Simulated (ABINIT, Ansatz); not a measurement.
# YSF (P4/nmm): bands and cutoff in G0W0 with ABINIT

What does each rung of G0W0 on YSF (P4/nmm) cost, and what does it buy?

Main program and level: ABINIT 10.8.3; LDA and many-body steps on it, plane waves.

### Step 1. The structure

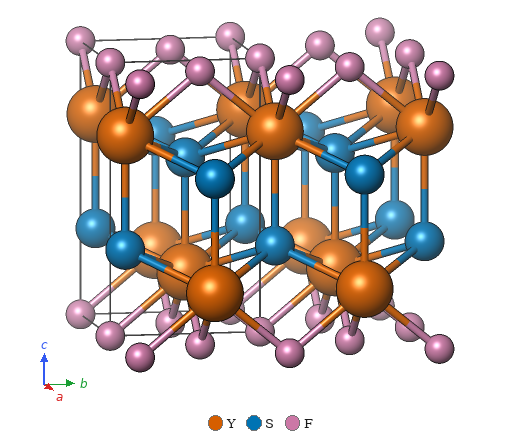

The starting structure, seen slightly off an axis (yttrium orange, sulfur blue, fluorine pink). 2×2×1 cells are drawn. Some periodic images of atoms are drawn too.

The cell and positions are those that the Materials Project relaxed with its own functionals (PBE, PBE+U or r2SCAN), kept fixed.

### Step 2. Empty states on the mesh, 4×4×2 mesh, 344 bands

This step: ABINIT 10.8.3; DFT, LDA, plane waves, norm-conserving pseudopotentials.

The sums over transitions need many empty states on a uniform mesh; this step solves for them.

File run.abi:

```
acell 3*1.0 Angstrom
rprim 
  3.772985040000 0.000000000000 0.000000000000
  0.000000000000 3.772985040000 0.000000000000
  0.000000000000 0.000000000000 6.826667120000
ntypat 3
znucl 39 16 9
natom 6
typat 1 1 2 2 3 3
xred 
  0.000000000000 0.500000000000 0.227228020000
  0.500000000000 0.000000000000 0.772771980000
  0.000000000000 0.500000000000 0.645567190000
  0.500000000000 0.000000000000 0.354432810000
  0.000000000000 0.000000000000 0.000000000000
  0.500000000000 0.500000000000 0.000000000000
pp_dirpath "pseudos"
pseudos "Y.upf, S.upf, F.upf"
ecut 36
ngkpt 4 4 2
nshiftk 1
shiftk 0 0 0
kptopt 1
chksymbreak 0
iscf -2
irdden 1
istwfk *1
nband 344
nbdbuf 30
tolwfr 1e-09
nstep 60
prtvol 0
indata_prefix "in"
outdata_prefix "out"
tmpdata_prefix "tmp"
```

Run with:

```bash
$ OMP_NUM_THREADS=1 mpirun -n 8 abinit run.abi > log
```

Numbers of over 12 decimals in the logs are rounded to 6 here.

The program printed:

```text
.Version 10.8.3 of ABINIT. v10.8.2 released Aug 2026.

 Symmetries : space group P4/n m m (#129); Bravais tP (primitive tetrag.)
[... echo of the input left out ...]
== DATASET  1 ==================================================================
-   mpi_nproc: 8, omp_nthreads: 1 (-1 if OMP is not activated)
-    --> not optimal distribution: autoparal keyword recommended in input file <--

--- !DatasetInfo
iteration_state: {dtset: 1, }
dimensions: {natom: 6, nkpt: 12, mband: 344, nsppol: 1, nspinor: 1, nspden: 1, mpw: 6802, }
cutoff_energies: {ecut:  36.0, pawecutdg:  -1.0, }
[...]
4.37968    4.37968    4.39949    4.40586    4.41150    4.42015    4.43574    4.43579
   4.43595    4.43610    4.46279    4.46555    4.47232    4.47479    4.49241    4.50165
 prteigrs : prtvol=0 or 1, do not print more k-points.

== END DATASET(S) ==============================================================
================================================================================

 -outvars: echo values of variables after computation  --------
            nband         344
             nkpt          12
          spgroup         129
 [... the other variables as echoed above ...]

 Calculation completed.
```

Elapsed: 4.9 min, on 8 MPI ranks of Arm Neoverse V1, shared host; peak memory 1 GiB; 39 min of CPU time.

Numbers from this step:

```
gap                                                           : 1.172 eV
k of the valence top                                          : 0, 0, 0
k of the conduction bottom                                    : 0, 0, 0
least direct gap                                              : 1.172 eV
k points computed                                             : 12
lowest point of the top converged band, above the valence top : 106.4259 eV
```

On this mesh the gap is 1.172 eV.

The density comes from a self-consistent run that is not shown.

### Step 3. Screening, 4×4×2 mesh, 60 bands, screening to 76.2 eV

The RPA dielectric matrix is built and inverted for each q.

This step: RPA screening on LDA, plane waves, norm-conserving pseudopotentials.

Edit run.abi of step 2 so:

```diff
@@ -24,10 +24,11 @@
 chksymbreak 0
-iscf -2
-irdden 1
 istwfk *1
-nband 344
-nbdbuf 30
-tolwfr 1e-09
-nstep 60
-prtvol 0
+occopt 1
+irdwfk 1
+optdriver 3
+nband 60
+ecuteps 2.8
+inclvkb 2
+awtr 1
+symchi 1
 indata_prefix "in"
```

The program printed:

```text
.Version 10.8.3 of ABINIT. v10.8.2 released Aug 2026.

 Symmetries : space group P4/n m m (#129); Bravais tP (primitive tetrag.)
[... echo of the input left out ...]
== DATASET  1 ==================================================================
-   mpi_nproc: 8, omp_nthreads: 1 (-1 if OMP is not activated)

--- !DatasetInfo
iteration_state: {dtset: 1, }
dimensions: {natom: 6, nkpt: 12, mband: 60, nsppol: 1, nspinor: 1, nspden: 1, mpw: 6802, }
cutoff_energies: {ecut:  36.0, pawecutdg:  -1.0, }
electrons: {nelect:   4.80000000E+01, charge:   0.00000000E+00, occopt:   1.00000000E+00, tsmear:   1.00000000E-02, }

 SCREENING: Calculation of the susceptibility and dielectric matrices

 Based on a program developped by R.W. Godby, V. Olevano, G. Onida, and L. Reining.
 Incorporated in ABINIT by V. Olevano, G.-M. Rignanese, and M. Torrent.
.Using double precision arithmetic ; gwpc =  8

[... cell and pseudopotentials left out ...]
--------------------------------------------------------------------------------

 ==== K-mesh for the wavefunctions ====
 Number of points in the irreducible wedge :    12
[... list of points left out ...]
 Together with 16 symmetry operations and time-reversal symmetry
 yields    32 points in the full Brillouin Zone.

 ==== Q-mesh for the screening function ====
 Number of points in the irreducible wedge :    12
[... list of points left out ...]
 Together with 16 symmetry operations and time-reversal symmetry
 yields    32 points in the full Brillouin Zone.

 setmesh: FFT mesh size selected  =    30x   30x   48
          total number of points  =        43200

 vcoul_init : cutoff-mode = AUXILIARY_FUNCTION
 q-points for optical limit:   1
     1)      0.000010    0.000020    0.000030

- screening: taking advantage of time-reversal symmetry
- Maximum band index for partially occupied states nbvw = 24
- Remaining bands to be divided among processors   nbcw = 36
- Number of bands treated by each node ~4

 Number of electrons calculated from density =   48.0000; Expected =   48.0000
 average of density, n =  0.073192
 r_s =    1.4830
 omega_plasma =   26.0969 [eV]

 calculating chi0 at frequencies [eV] :
  1    0.000000E+00    0.000000E+00
  2    0.000000E+00    2.609687E+01

--------------------------------------------------------------------------------
  q-point number  1        q = ( 0.000000, 0.000000, 0.000000) [r.l.u.]
--------------------------------------------------------------------------------
[... chi0 elements left out ...]
 For q-point:  0.000010 0.000020 0.000030
  dielectric constant =   5.9939
  dielectric constant without local fields =   6.9541

  Average fulfillment of the sum rule on Im[epsilon] for q-point    1 :     41.25  [%]
[... wings left out ...]
  q-point number  2        q = ( 0.250000, 0.000000, 0.000000) [r.l.u.]
--------------------------------------------------------------------------------
[... chi0 elements left out ...]
  Average fulfillment of the sum rule on Im[epsilon] for q-point    2 :     54.77  [%]

 [... 10 further q-points ...]
```

Run time: 30 s. Hardware: 8 MPI ranks; peak memory 2.9 GiB; 3.9 min of CPU time.

Numbers from this step:

- ε∞ with local fields, on this mesh, along the program's q direction: 5.994
- the same without local fields: 6.954
- plasma frequency: 26.10 eV
- plane waves in the screening matrix: 149

Local fields lower ε∞ by 14 %. On a Γ-centred mesh this coarse the value itself is usually too large, while a short band sum pulls it down.

### Step 4. 60 bands, 76.2 eV

The self-energy is evaluated for the states that the input lists, and the levels follow from it, in one-shot runs by the linearised quasiparticle equation.

This step: G0W0 on LDA, plane waves, norm-conserving pseudopotentials.

Edit run.abi of step 3 so:

```diff
@@ -27,8 +27,15 @@
 irdwfk 1
-optdriver 3
+optdriver 4
 nband 60
+gwcalctyp 0
+ecutsigx 36
+symsigma 1
+nkptgw 1
+kptgw 
+  0.0000000000 0.0000000000 0.0000000000
+bdgw 
+  23 26
 ecuteps 2.8
-inclvkb 2
-awtr 1
-symchi 1
+irdscr 1
+ppmodel 1
 indata_prefix "in"
```

The program printed:

```text
.Version 10.8.3 of ABINIT. v10.8.2 released Aug 2026.

 Symmetries : space group P4/n m m (#129); Bravais tP (primitive tetrag.)
[... echo of the input left out ...]
== DATASET  1 ==================================================================
-   mpi_nproc: 8, omp_nthreads: 1 (-1 if OMP is not activated)

--- !DatasetInfo
iteration_state: {dtset: 1, }
dimensions: {natom: 6, nkpt: 12, mband: 60, nsppol: 1, nspinor: 1, nspden: 1, mpw: 6802, }
cutoff_energies: {ecut:  36.0, pawecutdg:  -1.0, }
electrons: {nelect:   4.80000000E+01, charge:   0.00000000E+00, occopt:   1.00000000E+00, tsmear:   1.00000000E-02, }

 SIGMA: Calculation of the GW corrections

 Based on a program developped by R.W. Godby, V. Olevano, G. Onida, and L. Reining.
 Incorporated in ABINIT by V. Olevano, G.-M. Rignanese, and M. Torrent.
.Using double precision arithmetic ; gwpc =  8

[... cell and pseudopotentials left out ...]
--------------------------------------------------------------------------------

 ==== K-mesh for the wavefunctions ====
 Number of points in the irreducible wedge :    12
[... list of points left out ...]
 Together with 16 symmetry operations and time-reversal symmetry
 yields    32 points in the full Brillouin Zone.

 ==== Q-mesh for screening function ====
 Number of points in the irreducible wedge :    12
[... list of points left out ...]
 Together with 16 symmetry operations and time-reversal symmetry
 yields    32 points in the full Brillouin Zone.

 vcoul_init : cutoff-mode = AUXILIARY_FUNCTION
 q-points for optical limit:   1
     1)      0.000010    0.000020    0.000030
 setmesh: FFT mesh size selected  =    40x   40x   72
          total number of points  =       115200

 Number of electrons calculated from density =   48.0000; Expected =   48.0000
 average of density, n =  0.073192
 r_s =    1.4830
 omega_plasma =   26.0969 [eV]

 === KS Band Gaps ===
  >>>> For spin  1
   Minimum direct gap =   1.1724 [eV], located at k-point      :   0.0000  0.0000  0.0000
   Fundamental gap    =   1.1724 [eV], Top of valence bands at :   0.0000  0.0000  0.0000
                                       Bottom of conduction at :   0.0000  0.0000  0.0000
 SIGMA fundamental parameters:
 PLASMON POLE MODEL  1
 number of plane-waves for SigmaX                 6783
 number of plane-waves for SigmaC and W            149
 number of plane-waves for wavefunctions          6783
 number of bands                                    60
 number of independent spin polarizations            1
 number of spinorial components                      1
 number of k-points in IBZ                          12
 number of q-points in IBZ                          12
 number of symmetry operations                      16
 number of k-points in BZ                           32
 number of q-points in BZ                           32
 number of frequencies for dSigma/dE                 9
 frequency step for dSigma/dE [eV]                0.25
 number of omega for Sigma on real axis              0
 max omega for Sigma on real axis  [eV]           0.00
 zcut for avoiding poles [eV]                     0.10

 EPSILON^-1 parameters (SCR file):
 dimension of the eps^-1 matrix on file            149
 dimension of the eps^-1 matrix used               149
 number of plane-waves for wavefunctions          6783
 number of bands                                    60
 number of q-points in IBZ                          12
 number of frequencies                               2
 number of real frequencies                          1
 number of imag frequencies                          1

 matrix elements of self-energy operator (all in [eV])

 Perturbative Calculation

--- !SelfEnergy_ee
iteration_state: {dtset: 1, }
kpoint     : [   0.000,    0.000,    0.000, ]
spin       : 1
KS_gap     :    1.172
QP_gap     :    2.869
Delta_QP_KS:    1.697
data: !SigmaeeData |
     Band     E0 <VxcDFT>   SigX SigC(E0)      Z dSigC/dE  Sig(E)    E-E0       E
       23   6.840 -13.583 -16.361   2.655   0.803  -0.245 -13.682  -0.099   6.741
       24   6.840 -13.583 -16.361   2.655   0.803  -0.245 -13.682  -0.099   6.741
       25   8.012 -11.644  -6.693  -3.031   0.832  -0.201 -10.046   1.598   9.611
       26   9.761 -14.045  -8.822  -3.072   0.821  -0.218 -12.279   1.766  11.526

== END DATASET(S) ==============================================================
================================================================================

 -outvars: echo values of variables after computation  --------
           etotal      0.0000000000E+00
            nband          60
             nkpt          12
          spgroup         129
 [... the other variables as echoed above ...]

 Calculation completed.
```

Run time: 4.3 s. Hardware: 8 MPI ranks; peak memory 0.64 GiB.

This step gave:

```yaml
g0w0_gap_on_the_points_computed: 2.870 eV
starting_gap_on_the_mesh: 1.172 eV
k_of_the_valence_top: 0, 0, 0
k_of_the_conduction_bottom: 0, 0, 0
z_at_the_valence_top: 0.803
z_at_the_conduction_bottom: 0.832
least_direct_g0w0_gap_on_the_computed_points: 2.870 eV
```

The gap on the mesh goes from 1.17 eV to 2.87 eV, a correction of +1.70 eV.

### Step 5. Screening, 4×4×2 mesh, 142 bands, screening to 141.5 eV

This step: RPA screening on LDA, plane waves, norm-conserving pseudopotentials.

Edit run.abi of step 4 so:

```diff
@@ -27,15 +27,8 @@
 irdwfk 1
-optdriver 4
-nband 60
-gwcalctyp 0
-ecutsigx 36
-symsigma 1
-nkptgw 1
-kptgw 
-  0.0000000000 0.0000000000 0.0000000000
-bdgw 
-  23 26
-ecuteps 2.8
-irdscr 1
-ppmodel 1
+optdriver 3
+nband 142
+ecuteps 5.2
+inclvkb 2
+awtr 1
+symchi 1
 indata_prefix "in"
```

The program printed:

```text
.Version 10.8.3 of ABINIT. v10.8.2 released Aug 2026.

 Symmetries : space group P4/n m m (#129); Bravais tP (primitive tetrag.)
[... echo of the input left out ...]
== DATASET  1 ==================================================================
-   mpi_nproc: 8, omp_nthreads: 1 (-1 if OMP is not activated)

--- !DatasetInfo
iteration_state: {dtset: 1, }
dimensions: {natom: 6, nkpt: 12, mband: 142, nsppol: 1, nspinor: 1, nspden: 1, mpw: 6802, }
cutoff_energies: {ecut:  36.0, pawecutdg:  -1.0, }
electrons: {nelect:   4.80000000E+01, charge:   0.00000000E+00, occopt:   1.00000000E+00, tsmear:   1.00000000E-02, }

 SCREENING: Calculation of the susceptibility and dielectric matrices

 Based on a program developped by R.W. Godby, V. Olevano, G. Onida, and L. Reining.
 Incorporated in ABINIT by V. Olevano, G.-M. Rignanese, and M. Torrent.
.Using double precision arithmetic ; gwpc =  8

[... cell and pseudopotentials left out ...]
--------------------------------------------------------------------------------

 ==== K-mesh for the wavefunctions ====
 Number of points in the irreducible wedge :    12
[... list of points left out ...]
 Together with 16 symmetry operations and time-reversal symmetry
 yields    32 points in the full Brillouin Zone.

 ==== Q-mesh for the screening function ====
 Number of points in the irreducible wedge :    12
[... list of points left out ...]
 Together with 16 symmetry operations and time-reversal symmetry
 yields    32 points in the full Brillouin Zone.

 setmesh: FFT mesh size selected  =    30x   30x   50
          total number of points  =        45000

 vcoul_init : cutoff-mode = AUXILIARY_FUNCTION
 q-points for optical limit:   1
     1)      0.000010    0.000020    0.000030

- screening: taking advantage of time-reversal symmetry
- Maximum band index for partially occupied states nbvw = 24
- Remaining bands to be divided among processors   nbcw = 118
- Number of bands treated by each node ~14

 Number of electrons calculated from density =   48.0000; Expected =   48.0000
 average of density, n =  0.073192
 r_s =    1.4830
 omega_plasma =   26.0969 [eV]

 calculating chi0 at frequencies [eV] :
  1    0.000000E+00    0.000000E+00
  2    0.000000E+00    2.609687E+01

--------------------------------------------------------------------------------
  q-point number  1        q = ( 0.000000, 0.000000, 0.000000) [r.l.u.]
--------------------------------------------------------------------------------
[... chi0 elements left out ...]
 For q-point:  0.000010 0.000020 0.000030
  dielectric constant =   6.0515
  dielectric constant without local fields =   7.0022

  Average fulfillment of the sum rule on Im[epsilon] for q-point    1 :     66.24  [%]
[... wings left out ...]
  q-point number  2        q = ( 0.250000, 0.000000, 0.000000) [r.l.u.]
--------------------------------------------------------------------------------
[... chi0 elements left out ...]
  Average fulfillment of the sum rule on Im[epsilon] for q-point    2 :     73.24  [%]

 [... 10 further q-points ...]
```

Elapsed: 1.9 min, on 8 MPI ranks; peak memory 3.8 GiB; 15 min of CPU time.

Numbers from this step:

```
ε∞ with local fields, on this mesh, along the program's q direction : 6.051
the same without local fields                                       : 7.002
plasma frequency                                                    : 26.10 eV
plane waves in the screening matrix                                 : 393
```

[end of part 1 of 2]

[Paths, hosts, dates, memory and timing lines, banners, echoed tables and standing remarks are left out of the program output.]

[Logs are printed without paths, hosts, clocks, repeated set-up lines and the standing remarks that a program may print on its own settings, such as how far it seeks lower states.]

[Runs of the session that timed out or met a known fault of the program may be left out.]

[Hosts, paths, dates, database ids (printed as entryN), source tags and the programs' standing remarks are cut or masked in the printed files.]

[G0W0 gaps are taken among the corrected bands and points alone; a level outside them can change the order at an edge.]

[Where Ansatz stands beside ABINIT at settings called matched, ABINIT's density can come from a denser mesh and the files from another edition; pairs whose starting gaps differed by over 0.03 eV were left out, so agreement reads better than it is.]
